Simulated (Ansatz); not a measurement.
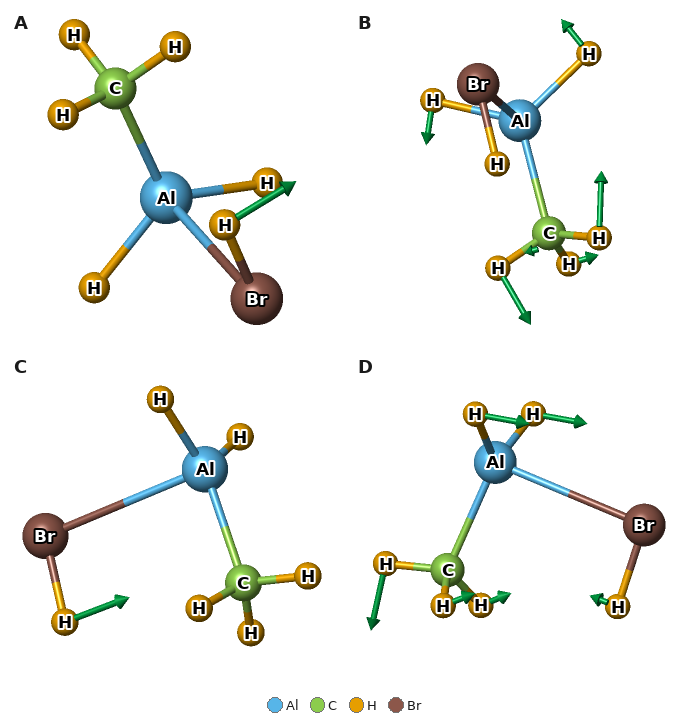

4 normal modes of one molecule or complex, as arrows. Harmonic vibrations computed with RKS PBE0-D4/def2-TZVP (Ansatz 0.2.0) at a stationary point of the same level. It is a saddle point of order 1.

Match the panels to the wavenumbers 56i cm⁻¹, 330 cm⁻¹, 537 cm⁻¹, 742 cm⁻¹.

A: 56i cm⁻¹
B: 742 cm⁻¹, Al–C–H bending
C: 330 cm⁻¹, Al–Br–H bending
D: 537 cm⁻¹, angle bending
